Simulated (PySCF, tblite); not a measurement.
# C₆H₅BO₃: geometry, infrared bands and NMR shifts

Aim: predict the infrared bands and NMR shifts of C₆H₅BO₃ (`Oc1ccc2c(c1)OBO2`).

Programs: tblite 0.8.0 and PySCF 2.14.0, with density-fitted response routines of our own. Each step states its level of theory. These are calculated values for one molecule in the gas phase, unless marked as measured. Atoms count from 0, in the outputs and in this text.

### Step 1. The molecule as given

15 atoms, charge 0, multiplicity 1; geometry from: force field or distance geometry start.

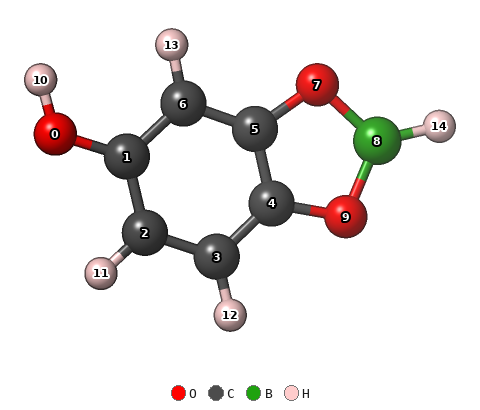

The starting geometry (oxygen red, carbon dark grey, boron green, hydrogen pink), atoms numbered.

### Step 2. Geometry optimisation with GFN2-xTB

What the job is given:

```
{"job": {"kind": "relax", "xc": "GFN2-xTB", "basis": "xTB"}, "charge": 0, "multiplicity": 1}
O     -2.666100     1.489600     0.135900
C     -1.538500     0.705900     0.017800
C     -1.644300    -0.635100    -0.417200
C     -0.517900    -1.441900    -0.547600
C      0.722100    -0.912300    -0.196200
C      0.839900     0.392500     0.232700
C     -0.267000     1.226200     0.357000
O      2.167500     0.734300     0.519100
B      2.907300    -0.523500     0.206200
O      1.943200    -1.561900    -0.251900
H     -2.626600     2.451400     0.453500
H     -2.631000    -1.032700    -0.674100
H     -0.607600    -2.470800    -0.872000
H     -0.151700     2.242000     0.703500
H      4.066500    -0.655800     0.311300
```

Started as:

```sh
$ OMP_NUM_THREADS=1 python probes_run.py task.json out
```

The driver reads the jobs from task.json and runs them one after another.

**Question.** This job is followed by: GFN2-xTB harmonic vibrations, gas phase; GIAO PBE0/pcSseg-1 NMR shielding, non-relativistic, gas phase. Predict these results of the whole session: strongest single infrared mode (GFN2-xTB); zero-point energy (GFN2-xTB); ¹³C shifts against TMS (PBE0/pcSseg-1); ¹H shifts against TMS (PBE0/pcSseg-1); ¹⁷O shifts against H2O (PBE0/pcSseg-1); ¹¹B shifts against BF3·OEt2 (PBE0/pcSseg-1).

The runs gave:

```
                                   quantity                                         value
  strongest single infrared mode (GFN2-xTB)                         1168 cm⁻¹, 383 km/mol
               zero-point energy (GFN2-xTB)                                 64.5 kcal/mol
     ¹³C shifts against TMS (PBE0/pcSseg-1)  159.4, 156.0, 148.6, 118.4, 113.5, 102.5 ppm
      ¹H shifts against TMS (PBE0/pcSseg-1)              7.52, 7.04, 6.75, 4.71, 4.19 ppm
     ¹⁷O shifts against H2O (PBE0/pcSseg-1)                       225.9, 220.7, 122.9 ppm
¹¹B shifts against BF3·OEt2 (PBE0/pcSseg-1)                                      26.4 ppm
```

In words: The optimisation took 22 steps and gained 0.696 eV; among the close pairs (by a distance rule), B8–O9 changed most, from 1.489 to 1.369 Å. No mode is imaginary among the 39: a minimum at this level. The strongest single mode, at 1168 cm⁻¹, has its largest shares on H13, O0, O7 and C1 (the list is cut at 4 atoms). GFN2-xTB is a fitted tight-binding method: band positions and strengths are rough. Its intensities can rank the bands wrongly. NICS(1)zz of -26 ppm above the planar ring from C1 marks a diatropic (aromatic) ring current.
